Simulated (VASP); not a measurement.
Band structure of CsBr (relaxed from the CsCl type structure, space group Pm-3m). These are r2SCAN meta-GGA, VASP's PBE PAW potentials (set 64) (plane waves; VASP) values and carry that method's errors.

Unless said otherwise, spin-orbit coupling is left out, though it shifts the bands of the heavy elements here.

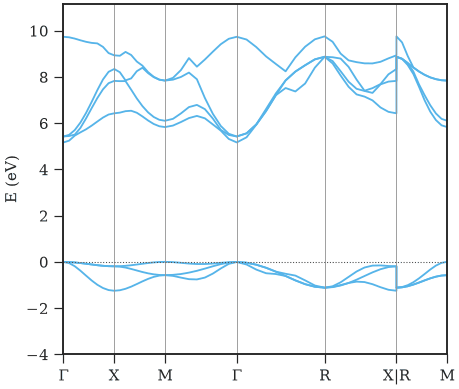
*Bands along high-symmetry lines, zero at the valence-band maximum or, without a gap, the Fermi level*

Read the plot: is there a gap, and where are the band edges?

The gap is indirect, 5.17 eV, from the valence maximum at M to the conduction minimum at Γ.

The structure was generated: CsBr was put into the CsCl type type (Pm-3m), which need not be its known phase. It was relaxed first, which changed the volume by -24 %.
